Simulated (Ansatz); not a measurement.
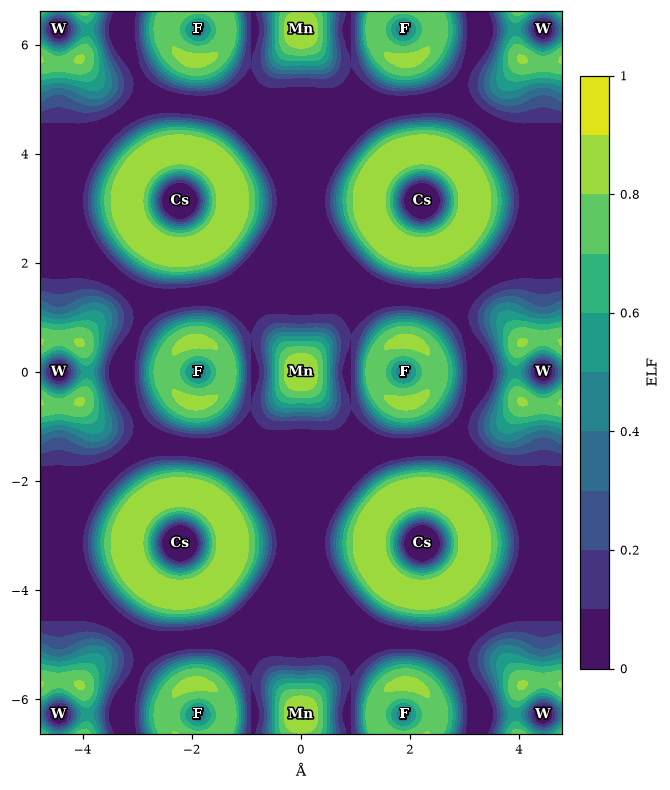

Figure. Cs2MnWF6. Electron localisation function on the (101) plane of the conventional cell.

Space group Fm-3m; built by placing these elements on a known structure type; not relaxed (largest force 1.9 eV/Å); computed without spin polarisation.

Method: DFT, PAW plane waves, PBE (Ansatz).

### Read the bonding off the picture.

- The section cuts through Mn, W, Cs and F sites.
- Mn–F (1.89 Å): the ELF peaks at about 0.80 in the valence shell of F, 0.6 Å from its nucleus, and is about 0.10 at the midpoint: no localised pair shows between them.
- W–F (2.55 Å): the ELF is about 0 at the midpoint; no localised pair shows between them.
- Cs–F (3.16 Å): the ELF is about 0.10 at the midpoint: no shared electron pair shows on this line.
- The features right at Mn, W and Cs lie inside the PAW spheres, where the map follows smoothed inner orbitals and isn't to be read closely.

### Which way does charge flow, and how much by Bader's partition?

Electrons move from Mn, W and Cs towards F. Bader charges: Mn +1.64, W +1.14, Cs +0.87 and F −0.75 e.
